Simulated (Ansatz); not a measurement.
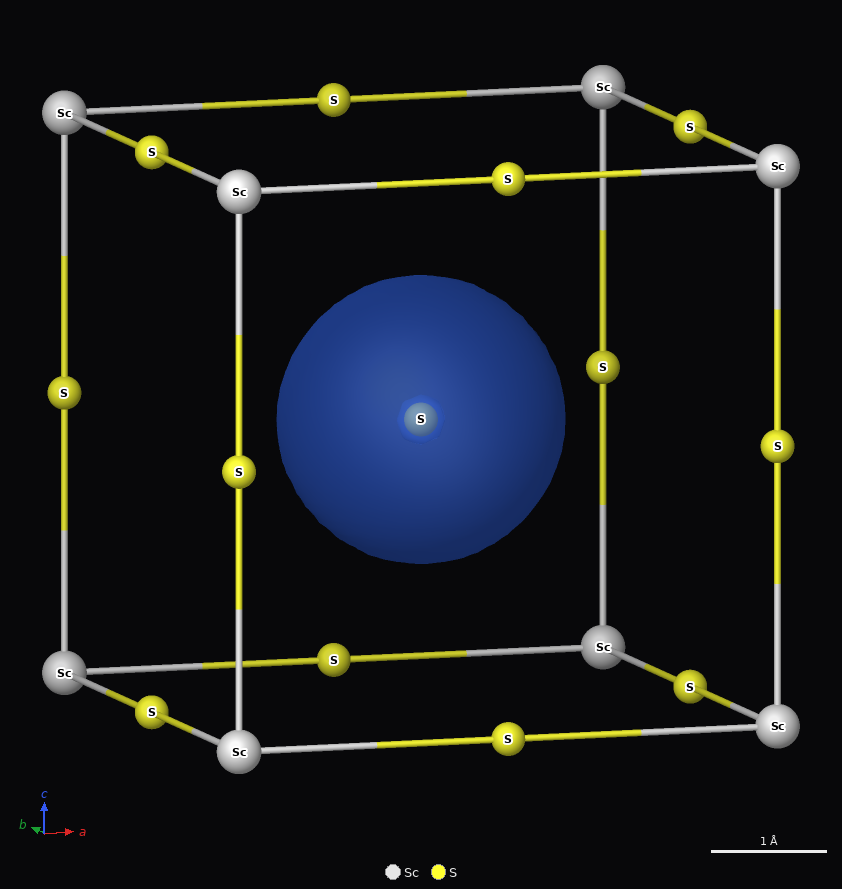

*ScS$_{4}$. Isosurfaces of the spin density at +0.05 (blue) and −0.05 e/Å³ (red), seen slightly off an axis. Sticks mark near contacts.*

Space group Pm-3m; a structure generated by program, which may or may not match a known phase; spin-polarised.

Level of theory: DFT PBE, scalar-relativistic, plane waves, PAW (Ansatz 0.2.0).

In a PAW calculation such maps are meaningful between the atoms, not at the nuclei.

```
Sc S
1.0
     4.92344    0.00000    0.00000
     0.00000    4.92344    0.00000
     0.00000    0.00000    4.92344
Sc S
1 4
Direct
  0.00000 0.00000 0.00000
  0.50000 0.00000 0.00000
  0.00000 0.50000 0.00000
  0.00000 0.00000 0.50000
  0.50000 0.50000 0.50000
```

> Describe the spin distribution.

The spin density sits on S: +1.4 μB in one cell of 5 atoms: parallel main moments, as they must be, since the calculation's own cell holds one magnetic site. The cell of the calculation (5 atoms) carries 1.5 μB of net spin moment.
